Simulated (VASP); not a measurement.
Band structure of InSb (space group F-43m). Calculation: PBE GGA, VASP's PBE PAW potentials (set 64) (plane waves; VASP).

Unless said otherwise, spin-orbit coupling is left out, though it shifts the bands of the heavy elements here.

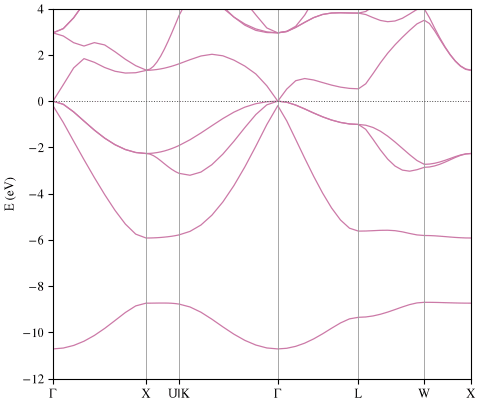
*Bands along high-symmetry lines, zero at the valence-band maximum or, without a gap, the Fermi level*

Task: Read the plot: is there a gap, and where are the band edges?

Result: It has no gap at this level: it comes out as a metal or semimetal.

The structure is a typed InSb crystal (F-43m). The cell was not relaxed at this level.
